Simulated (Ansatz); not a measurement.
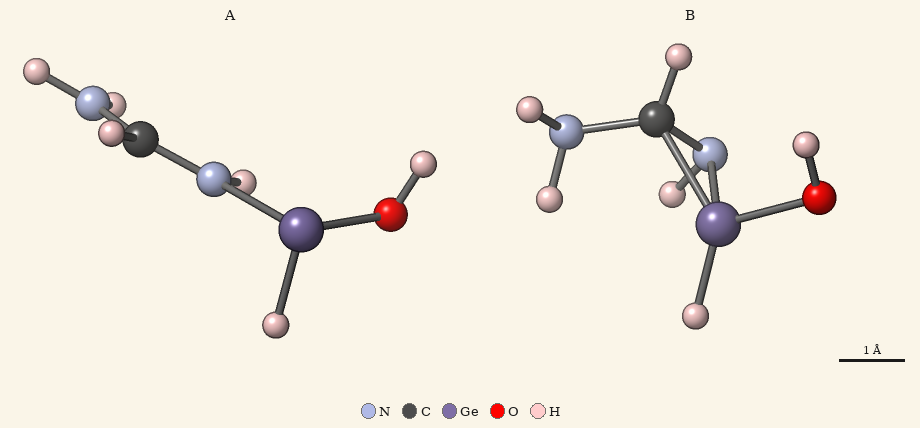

Two geometries of CH$_{6}$GeN$_{2}$O, drawn at one scale. One is the start of a relaxation, the other its converged end. The picture is a ball-and-stick view, seen at a tilt.

Method: RKS PBE-D4/def2-SVP in Ansatz. Set-up: no spin polarisation; force threshold 0.02 eV/Å; at most 50 steps.

Which of the two is the end point?

Structure A is the relaxed one. The run prepares an end point of a later path (hydrogen shift) calculation, from a guessed geometry. The energy falls by 211.5 kJ/mol in 31 geometry steps. The largest force component goes from 3.8 to 0.016 eV/Å. The forces were under the threshold at step 28, but the run went on from there. The largest move after the best rigid fit is that of an H atom, 2.24 Å. By element the largest moves are H 2.24 Å, N 1.33 Å, Ge 1.23 Å, O 1.17 Å, C 0.95 Å. Among the contacts that change: Ge–N 2.889 → 4.448 Å, C–Ge 1.974 → 3.162 Å, Ge–N 1.927 → 2.148 Å, Ge–H 1.499 → 1.620 Å. Bonds break, among them: C–Ge (1.97 → 3.16 Å). Among the angles between lasting bonds that change: C–N–Ge 71.0° → 132.0°, O–Ge–H 121.5° → 93.5°, N–Ge–H 108.4° → 86.5°.
